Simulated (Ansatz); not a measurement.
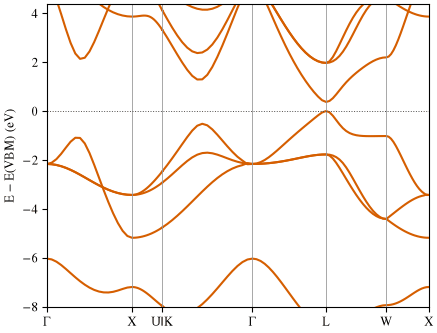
Fig. 1. Band structure from DFT-PBE+D3(BJ) in the program Ansatz with PAW potentials

### Question
Read off the gap and where the band edges lie.

### Answer
About 0.4 eV (0.37 eV by a search for the band edges); maximum at L, minimum at L.

The material is PbS (rock salt, Fm-3m).

The PBE+D3(BJ) relaxation kept the symmetry of its start. Scalar-relativistic: spin–orbit coupling is off unless named, which matters more the heavier the elements.

Potentials: the earlier of the program's two PAW sets.
